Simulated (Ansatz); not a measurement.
# Lattice dynamics of CsPbBr3 (Pm-3m)

Aim: the vibrations of CsPbBr3 (Pm-3m), their spectra, and whether the structure is stable.

Method: DFT PBEsol, scalar-relativistic, plane waves, PAW; PAW set soft_1, in Ansatz 0.2.0.

In doubt: the program warns that the response may not be converged on this k-mesh (step 4), which bears on the force constants and all frequencies.

## 1. Starting point

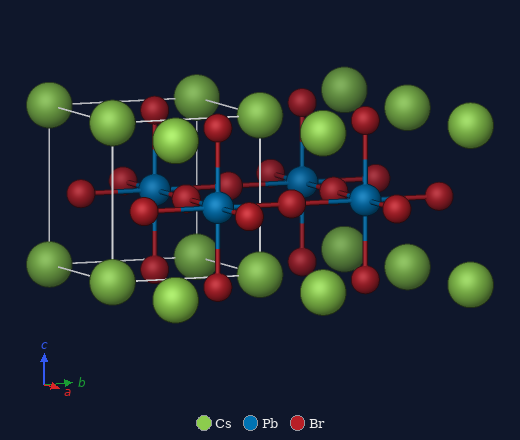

The starting structure, seen slightly off an axis (caesium green, lead blue, bromine red). 2×2×1 cells are drawn. Some periodic images of atoms are drawn too.

## 2. Bringing the structure to rest

The cell and atoms are relaxed, since residual forces and stress would shift the frequencies.

File input.yaml:

```yaml
crystal:
  lattice:
    - [5.87, 0.0, 0.0]
    - [0.0, 5.87, 0.0]
    - [0.0, 0.0, 5.87]
  atoms:
    - { symbol: Cs, position: [0.0, 0.0, 0.0] }
    - { symbol: Pb, position: [0.5, 0.5, 0.5] }
    - { symbol: Br, position: [0.0, 0.5, 0.5] }
    - { symbol: Br, position: [0.5, 0.0, 0.5] }
    - { symbol: Br, position: [0.5, 0.5, 0.0] }
kpoints:
  mp_grid: { grid: [6, 6, 6] }
hamiltonian:
  xc: pbesol
  pseudopotentials: { kind: paw, azcp: { folder: soft_1 }, xc_functional: pbe }
scf:
  occupations: { method: gaussian, width: 0.02 }
output:
  forces: true
  stress: true
  eigenvalues: true
  write_density: true
  write_potential: true
  elf: true
  volumetric_format: npy
relax:
  adjacent_minimum: "off"
  f_tol: 0.005
  max_steps: 80
  cell: { stress_tol: 0.05 }
```

Started as:

```
$ ansatz run input.yaml --threads 4 --pin off --max-ram 10240MiB --backend cpu --events-out ev --progress --plain --runs-dir out
```

Numbers of over 12 decimals in the logs are rounded to 6 here.

The log of the run:

```text
Engine: ansatz 0.2.0, aarch64-unknown-linux-gnu
Pseudopotentials: kind: paw
Pseudopotential: Cs, paw, valence charge 9, recommended cutoff 420 eV (normal), soft_1/Cs.paw.azcp
Pseudopotential: Pb, paw, valence charge 14, recommended cutoff 420 eV (normal), soft_1/Pb.paw.azcp
Pseudopotential: Br, paw, valence charge 7, recommended cutoff 420 eV (normal), soft_1/Br.paw.azcp
Functional definition: PBEsol
  exchange = pbesol_x
  correlation = pbesol_c
Crystal: 5 atoms, lattice volume = 202.262 Å³
Basis set: ecut = 420 eV, 3911 PW (Γ), exchange–correlation on 80×80×80 points (8 copies of the dense FFT grid, shifted against one another)
Bands: 27, of which v1, the nominal top of the filled ones, is band 22 counted from 1 (21 counted from 0)
Symmetry: 48 space group operations
Space group: Pm-3m (ITA 221), of the structure as read, at distance tolerance 5.9e-5 Å
k-points: 20 of 216
Non-local potential: Cs, projectors of the file, l = 0: 3, l = 1: 2, l = 2: 2, l = 3: 2
Non-local potential: Pb, projectors of the file, l = 0: 2, l = 1: 2, l = 2: 2, l = 3: 1
Non-local potential: Br, projectors of the file, l = 0: 2, l = 1: 2, l = 2: 2
PAW form: soft (Blöchl's): semilocal exchange-correlation on the pseudo side does not see the compensation charge
PAW frozen core: Cs, regenerated for the run's functional, and the local potential with it (the file was generated under x = pbe(κ = 0.804, μ = 0.219515), c = pbe(β = 0.066725))
PAW frozen core: Pb, regenerated for the run's functional, and the local potential with it (the file was generated under x = pbe(κ = 0.804, μ = 0.219515), c = pbe(β = 0.066725))
PAW frozen core: Br, regenerated for the run's functional, and the local potential with it (the file was generated under x = pbe(κ = 0.804, μ = 0.219515), c = pbe(β = 0.066725))
PAW one-centre angular grid: Cs, 194 points (default); XC on 64 Gauss nodes
PAW one-centre angular grid: Pb, 590 points (default); XC on 64 Gauss nodes
PAW one-centre angular grid: Br, 110 points (default); XC on 64 Gauss nodes
Initial density: superposition of atomic densities (chi_scale 0.1, normalization cell, long waves kept (reshape's long-wave potential 0.00 eV rms))
Initial wavefunctions: pseudopotential atomic-orbital guess
Functional: x = pbesol(κ = 0.804, μ = 0.123457), c = pbesol(β = 0.046)
SCF iter   1: F=—  HF=-25559.903035 eV  |F-HF|=—  |Δ(HF+E_count)|=         —  Δρ=1.95e-2  dr2=2.00e0  ethr=3.10e-3  ⟨swp⟩=7.3  Hψ=2712  notcnv=0
preconditioner: auto → Resta (q_TF=auto, 2.116 Å⁻¹)  ε∞=2.9  [insulator: Δε(μ)=1.309 eV  Ē_g=12.200 eV  σ=0.020 eV  W_gap=1.00  n_scr=26 (ndim 8)  ℏωp=16.9 eV  f_vac=0.010  D(μ)=0.00/eV (n_scr^D=0)  ε∞_Penn≈2.9]
SCF iter   2: F=—  HF=-25559.202494 eV  |F-HF|=—  |Δ(HF+E_count)|=   7.01e-1  Δρ=9.89e-3  dr2=6.79e-1  ethr=3.10e-3  ⟨swp⟩=3.0  Hψ=844  notcnv=0  defer=20
SCF iter   3: F=—  HF=-25558.869614 eV  |F-HF|=—  |Δ(HF+E_count)|=   3.33e-1  Δρ=2.52e-3  dr2=2.02e-2  ethr=1.54e-3  ⟨swp⟩=4.3  Hψ=1484  notcnv=0  defer=20
SCF iter   4: F=—  HF=-25558.866799 eV  |F-HF|=—  |Δ(HF+E_count)|=   2.81e-3  Δρ=8.15e-4  dr2=1.98e-3  ethr=4.60e-5  ⟨swp⟩=3.8  Hψ=1023  notcnv=0  defer=20
SCF iter   5: F=—  HF=-25558.867188 eV  |F-HF|=—  |Δ(HF+E_count)|=   3.89e-4  Δρ=1.69e-4  dr2=5.93e-5  ethr=4.50e-6  ⟨swp⟩=2.5  Hψ=963  notcnv=0  defer=20
SCF iter   6: F=—  HF=-25558.867251 eV  |F-HF|=—  |Δ(HF+E_count)|=   6.27e-5  Δρ=3.46e-5  dr2=2.67e-6  ethr=1.35e-7  ⟨swp⟩=2.3  Hψ=981  notcnv=0  defer=20
SCF iter   7: F=—  HF=-25558.867255 eV  |F-HF|=—  |Δ(HF+E_count)|=   3.93e-6  Δρ=7.78e-6  dr2=1.85e-7  ethr=6.07e-9  ⟨swp⟩=2.0  Hψ=960  notcnv=0  defer=20
SCF iter   8: F=-25558.867255 eV  HF=-25558.867255 eV  |F-HF|=2.78e-8  |Δ(HF+E_count)|=   2.27e-7  Δρ=2.12e-6  dr2=1.34e-8  ethr=2.27e-10  ⟨swp⟩=17.2  Hψ=4769  notcnv=0
SCF 1 converged in 8 iterations: F = -25558.867255 eV  dr2 = 1.34e-8
  greatest PAW one-centre occupation: 0.982 electrons in one spin orbital (limit 2), on the Pb atom at site 1 (counted from 0), in its partial waves of l = 2
relax step   1: F+E_penalty+E_count = -25558.86725489 eV  Δ(F+E_penalty+E_count) = +0.000e0 eV  max|allowed force component| = 4.131e-29 eV/Å  Δτ_max = 0.0000 Å  P = +0.023 GPa  Ω = 202.262 Å³  (8 SCF iters, dr2 threshold 1.00e-7 eV, accepted)
Initial density: handed on by an earlier stage of this run
Initial wavefunctions: pseudopotential atomic-orbital guess (no wavefunctions were taken with the density)
iter 1 solved again at ethr=1.89e-7 eV; its pass at ethr=3.10e-3 eV (dr2=8.32e-5 eV) is discarded
SCF iter   1: F=—  HF=-25558.867284 eV  |F-HF|=—  |Δ(HF+E_count)|=         —  Δρ=2.29e-6  dr2=1.39e-8  ethr=1.89e-7  ⟨swp⟩=3.1  Hψ=4506  notcnv=0
eigensolver tolerance schedule: the retry pair's looser diagonalisation over-reported the residual by 5980.47 of it (diagonalisation noise at 0.57 of the residual, at the tolerance the schedule requests for it); recorded, not acted on — ethr = c·dr2/N_el stays at c = 1.0e-1
preconditioner: auto → Resta (q_TF=auto, 2.116 Å⁻¹)  ε∞=2.8  [insulator: Δε(μ)=1.436 eV  Ē_g=12.721 eV  σ=0.020 eV  W_gap=1.00  n_scr=26 (ndim 8)  ℏωp=16.9 eV  f_vac=0.043  D(μ)=0.00/eV (n_scr^D=0)  ε∞_Penn≈2.8]
SCF iter   2: F=—  HF=-25558.867255 eV  |F-HF|=—  |Δ(HF+E_count)|=   2.95e-5  Δρ=1.25e-6  dr2=5.70e-9  ethr=3.16e-11  ⟨swp⟩=3.0  Hψ=1382  notcnv=0
SCF iter   3: F=—  HF=-25558.867255 eV  |F-HF|=—  |Δ(HF+E_count)|=   1.55e-8  Δρ=5.94e-7  dr2=1.01e-9  ethr=1.30e-11  ⟨swp⟩=2.0  Hψ=791  notcnv=0
SCF iter   4: F=—  HF=-25558.867255 eV  |F-HF|=—  |Δ(HF+E_count)|=   2.10e-9  Δρ=2.07e-7  dr2=9.81e-11  ethr=2.30e-12  ⟨swp⟩=2.0  Hψ=776  notcnv=0
SCF iter   5: F=-25558.867255 eV  HF=-25558.867255 eV  |F-HF|=7.28e-12  |Δ(HF+E_count)|=  2.69e-10  Δρ=3.72e-8  dr2=3.14e-12  ethr=1.00e-12  ⟨swp⟩=6.5  Hψ=2595  notcnv=0
SCF 2 converged in 5 iterations: F = -25558.867255 eV  dr2 = 3.14e-12
relax step   2: F+E_penalty+E_count = -25558.86725490 eV  Δ(F+E_penalty+E_count) = -6.334e-9 eV  max|allowed force component| = 5.025e-29 eV/Å  Δτ_max = 0.0000 Å  P = +0.023 GPa  Ω = 202.262 Å³  stress off target by 2.30e-2 GPa  SCF on the basis re-selected at this cell (its energy is not comparable with the rows above)  (5 SCF iters)
basis re-selected at this cell: Δ(F+E_penalty+E_count) = -6.334e-9 eV, ΔP = -0.000 GPa vs the last step (what re-selecting the basis moved, of the pressure what is left beyond the Pulay correction that the steps carried, after the strain that the cell walked since its last selection, with what the two solves' SCF thresholds leave and, on support functions, any second-order correction that the steps lacked; it is no m [...]
SCF converged after 5 iterations
Free energy (F): -25558.867255 eV
Harris-Foulkes:  -25558.867255 eV  (|F-HF|=7.28e-12)
Internal energy: -25558.867255 eV  (E = F + TS)
E sigma→0 (E₀):  -25558.867255 eV
Fermi energy:    4.479657 eV
--- Per-component energies (eV) ---
  E_band       = -242.462301
  E_kinetic    = 830.696312
  E_local      = -2557.710961  (includes V_loc(G=0)·N_el)
  E_nonlocal   = 486.891875
  E_hartree    = 945.547098
  E_xc         = -967.970729
  E_vxc        = -603.598795  (∫ρ·V_xc dr)
  E_paw        = -22024.058310  (= ΣΔE_a)
  E_vpaw       = -289.834899  (= ΣTr[D̂ρ^β])
  E_aug_tail   = -0.000014  (compensation charges beyond the density's cutoff)
  E_ewald      = -2272.745672
  E_core_change = 0.483147  (= ΣΔE_core)
  E_smearing   = -0.000000  (= −TS)
  E_closure    = 0.000000  (closes the sum)
  Σ components = -25558.867255   (vs F -25558.867255, Δ=0.00e0)
--- Forces (eV/Å), atoms counted from 1 ---
  atom   1  Cs    -0.00000000     0.00000000     0.00000000
  atom   2  Pb     0.00000000     0.00000000     0.00000000
  atom   3  Br     0.00000000    -0.00000000    -0.00000000
  atom   4  Br     0.00000000    -0.00000000    -0.00000000
  atom   5  Br     0.00000000     0.00000000     0.00000000
  max |Σ_I F_I| component: 8.53e-29 eV/Å
--- Stress (GPa, compression-positive) ---
        0.023023       0.000000       0.000000
        0.000000       0.023023       0.000000
        0.000000       0.000000       0.023023
  P = ⅓ Tr σ = 0.0230 GPa (0.230 kbar)
--- Band table (eV; the first three rows and the last of 20) ---
  k-point 0: bands = [... 18 lower, 1.5908, 1.7108, 1.7108, 1.7108, 6.6417, 7.7833, 7.7833, 8.5255, ... 1 higher]
  k-point 1: bands = [... 18 lower, 1.5581, 1.6787, 1.6787, 1.6957, 6.9179, 7.9490, 7.9981, 8.6189, ... 1 higher]
  k-point 2: bands = [... 18 lower, 1.4893, 1.6243, 1.6243, 1.8962, 7.1366, 7.6645, 8.3847, 8.5054, ... 1 higher]
  k-point 19: bands = [... 18 lower, 2.0871, 2.0871, 2.0871, 3.7620, 5.1976, 5.1976, 5.1976, 8.1541, ... 1 higher]
--- Relaxed structure (1 steps of the walk, 1 accepted, 1 SCFs on fresh bases) ---
  F+E_penalty+E_count = -25558.86725490 eV   max|allowed force component| = 5.025e-29 eV/Å   (the final SCF, on the basis selected at the relaxed cell)
  cell:  # Å, volume = 202.2620 Å³
    - [5.87, 0.0, 0.0]
    - [0.0, 5.87, 0.0]
    - [0.0, 0.0, 5.87]
  atoms:
    - { symbol: Cs, position: [0.0, 0.0, 0.0] }
    - { symbol: Pb, position: [0.5, 0.5, 0.5] }
    - { symbol: Br, position: [0.0, 0.5, 0.5] }
    - { symbol: Br, position: [0.5, 0.0, 0.5] }
    - { symbol: Br, position: [0.5, 0.5, 0.0] }
```

It took 4.8 s on 4 threads of Arm Neoverse V1, shared host; peak memory 0.55 GiB; 18 s of CPU time.

Little changed from the start: no atom moved by 0.005 Å and no cell edge by 0.1 %.

Numbers from this step:

| Quantity | Value |
| --- | --- |
| pressure | 0.02302 GPa |
| gap on the k-mesh | 1.436 eV |
| volume per atom | 40.45 Å³ |
| direct gap on mesh | 1.436 eV |

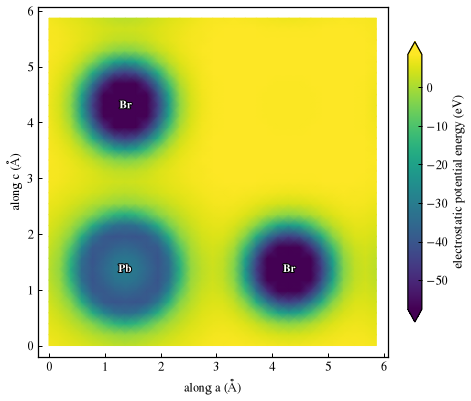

Electrostatic potential energy in the ac plane at fractional y = 0.500, with atoms of Pb and Br within 0.2 Å of it. With pseudopotentials it is smooth inside the atoms' cores, unlike the true potential. The map starts off the cell's origin, so that atoms lie inside it.

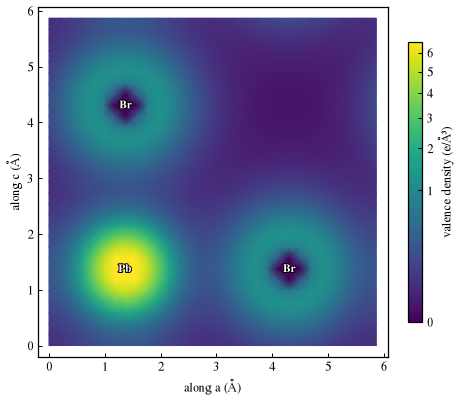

Valence density in the ac plane at fractional y = 0.500, with atoms of Pb and Br within 0.2 Å of it. It is the smooth field of the valence electrons, not physical close to the nuclei. The map starts off the cell's origin, so that atoms lie inside it. The colour scale is stretched toward low values.

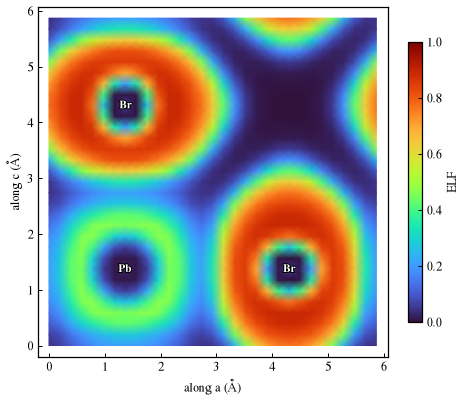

ELF in the ac plane at fractional y = 0.500, with atoms of Pb and Br within 0.2 Å of it. It is the smooth field of the valence electrons, not physical close to the nuclei. The map starts off the cell's origin, so that atoms lie inside it.

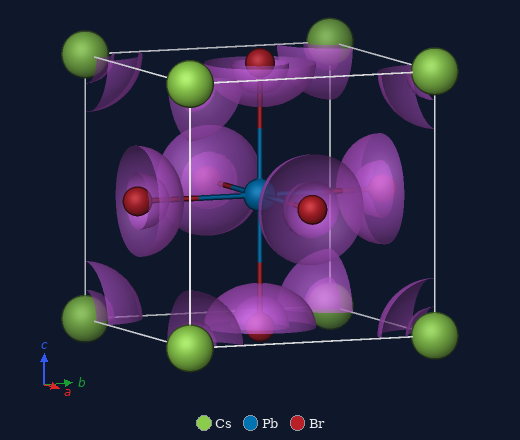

Surface of ELF = 0.82.

In this step the volume went from 40.45 to 40.45 Å³/atom.

## 3. Tight relaxation, k-mesh 6×6×6

Phonons need a cell at rest on their own settings, so the relaxation is repeated with tight tolerances on forces and stress on the k mesh and occupations of the first response run.

input.yaml, the sections that differ from step 2:

```yaml
scf:
  occupations: { method: fixed }
output:
  forces: true
  stress: true
  eigenvalues: true
relax:
  adjacent_minimum: "off"
  f_tol: 0.001
  max_steps: 60
  cell: { stress_tol: 0.01 }
# crystal, kpoints, hamiltonian: as in step 2
```

The log of the run:

```text
[...]
Crystal: 5 atoms, lattice volume = 202.262 Å³
Basis set: ecut = 420 eV, 3911 PW (Γ), exchange–correlation on 80×80×80 points (8 copies of the dense FFT grid, shifted against one another)
Bands: 27, of which v1, the nominal top of the filled ones, is band 22 counted from 1 (21 counted from 0)
Symmetry: 48 space group operations
[...]
k-points: 20 of 216
[...]
--- Relaxed structure (2 steps of the walk, 2 accepted, 1 SCFs on fresh bases) ---
[...]
cell:  # Å, volume = 202.3865 Å³
    - [5.871204, 0, 0]
    - [0.0, 5.871204, 0]
    - [0, 0, 5.871204]
  atoms:
    - { symbol: Cs, position: [0, 0, 0] }
    - { symbol: Pb, position: [0.5, 0.5, 0.5] }
    - { symbol: Br, position: [0, 0.5, 0.5] }
    - { symbol: Br, position: [0.5, 0, 0.5] }
    - { symbol: Br, position: [0.5, 0.5, 0] }
[key lines of the parts left out:]
SCF converged after 5 iterations
Free energy (F): -25558.867274 eV
Fermi energy:    3.753207 eV
P = ⅓ Tr σ = 0.0097 GPa (0.097 kbar)
```

The job ended after 6 s (4 threads; peak memory 0.55 GiB; 22 s of CPU time).

Little changed from the start: no atom moved by 0.005 Å and no cell edge by 0.1 %.

This step gave:

* pressure: 0.009704 GPa
* gap on the k-mesh: 1.438 eV
* volume per atom: 40.48 Å³
* direct gap on mesh: 1.438 eV

The forces vanish by symmetry and the pressure is 0.010 GPa, within the tolerances set. The cell now holds 40.48 Å³/atom.

## 4. A first phonon run

The phonons are first tried on the mesh that the gap suggested.

input.yaml, the sections that differ from step 3:

```yaml
crystal:
  lattice:
    - [5.8712043682, 0.0, 0.0]
    - [0.0, 5.8712043682, 0.0]
    - [0.0, 0.0, 5.8712043682]
  atoms:
    - { symbol: Cs, position: [0.0, 0.0, 0.0] }
    - { symbol: Pb, position: [0.5, 0.5, 0.5] }
    - { symbol: Br, position: [0.0, 0.5, 0.5] }
    - { symbol: Br, position: [0.5, 0.0, 0.5] }
    - { symbol: Br, position: [0.5, 0.5, 0.0] }
output:
  eigenvalues: true
phonons:
  method: dfpt
  dielectric: true
  rigid_motions: translations
  raman: true
# kpoints, hamiltonian, scf: as in step 3
# relax: removed
```

The log of the run:

```text
[...]
Crystal: 5 atoms, lattice volume = 202.387 Å³
Basis set: ecut = 420 eV, 3911 PW (Γ), exchange–correlation on 80×80×80 points (8 copies of the dense FFT grid, shifted against one another)
Bands: 27, of which v1, the nominal top of the filled ones, is band 22 counted from 1 (21 counted from 0)
Symmetry: 48 space group operations
k-points: 80 of 216 (irreducible under 2 space group operations, time reversal used)
[...]
optical modes at Γ + LO–TO along q̂ = [0.0000, 0.0000, 1.0000]:
      ω (cm⁻¹)  modes    IR ((D/Å)²/amu)  static Raman (Å⁴/amu)  depolarisation
[...]
36.32      2             0.4202                 0.0000               —
         39.36      1             0.0507                 0.0000               —
         99.50      2            13.7512                 0.0000               —
        160.94      1             7.6610                 0.0000               —
[key lines of the parts left out:]
SCF converged after 10 iterations
Free energy (F): -25558.867274 eV
Fermi energy:    3.753205 eV
```

Elapsed: 5.4 min, on 4 threads; peak memory 2.4 GiB.

Numbers from this step:

- sum-rule residual before enforcement: 8.03e-5 eV/Å²
- miss of the charge sum rule: 8.11e-4 e
- estimated error of the dielectric tensor: 0.08998
- estimated error of the Born charges: 0.3083 e
- point group: m-3m
- highest optical mode at the zone centre (no LO-TO term): 99.5 cm⁻¹
- lowest optical zone-centre mode: -17.75 cm⁻¹
- mean high-frequency dielectric constant: 4.900
- largest Born charge (third of the trace): 4.315 e
- top of the zone-centre spectrum with the field: 160.9 cm⁻¹

The highest optical mode at Γ without the field comes at 99.5 cm⁻¹, but the log warns of the mesh: “the force constants stand on the 6×6×6 k-mesh, whose period is 10.20 times the interband length at k = (-0.5000, -0.5000, -0.5000), direct gap 1.438 eV, under 14: take them and everything formed from them as unconverged”.

## 5. Tight relaxation, k-mesh 10×10×10

The k mesh is raised to 10×10×10 since a zone-centre run on the first mesh warned that it was too coarse for the force constants, and the cell is relaxed again on it.

input.yaml, the sections that differ from step 4:

```yaml
kpoints:
  mp_grid: { grid: [10, 10, 10] }
output:
  forces: true
  stress: true
  eigenvalues: true
relax:
  adjacent_minimum: "off"
  f_tol: 0.001
  max_steps: 60
  cell: { stress_tol: 0.01 }
# crystal, hamiltonian, scf: as in step 4
# phonons: removed
```

The log of the run:

```text
[...]
Crystal: 5 atoms, lattice volume = 202.387 Å³
Basis set: ecut = 420 eV, 3911 PW (Γ), exchange–correlation on 80×80×80 points (8 copies of the dense FFT grid, shifted against one another)
Bands: 27, of which v1, the nominal top of the filled ones, is band 22 counted from 1 (21 counted from 0)
Symmetry: 48 space group operations
[...]
k-points: 56 of 1000
[...]
--- Relaxed structure (1 steps of the walk, 1 accepted, 1 SCFs on fresh bases) ---
[...]
cell:  # Å, volume = 202.3865 Å³
    - [5.8712043682, 0.0, 0.0]
    - [0.0, 5.8712043682, 0.0]
    - [0.0, 0.0, 5.8712043682]
  atoms:
    - { symbol: Cs, position: [0.0, 0.0, 0.0] }
    - { symbol: Pb, position: [0.5, 0.5, 0.5] }
    - { symbol: Br, position: [0.0, 0.5, 0.5] }
    - { symbol: Br, position: [0.5, 0.0, 0.5] }
    - { symbol: Br, position: [0.5, 0.5, 0.0] }
[key lines of the parts left out:]
SCF converged after 6 iterations
Free energy (F): -25558.870871 eV
Fermi energy:    3.753035 eV
P = ⅓ Tr σ = -0.0080 GPa (-0.080 kbar)
```

Run time: 11 s. Hardware: 4 threads; peak memory 0.65 GiB.

Little changed from the start: no atom moved by 0.005 Å and no cell edge by 0.1 %.

Numbers from this step:

```yaml
pressure: -0.008012 GPa
gap_on_the_k_mesh: 1.439 eV
direct_gap_on_mesh: 1.439 eV
```

The forces vanish by symmetry and the pressure is -0.008 GPa, within the tolerances set. The cell now holds 40.48 Å³/atom.

[end of part 1 of 2]

[Logs are printed without paths, hosts, clocks, repeated set-up lines and the standing remarks that a program may print on its own settings, such as how far it seeks lower states.]

[Hosts, paths, dates, database ids (printed as entryN), source tags and the programs' standing remarks are cut or masked in the printed files.]
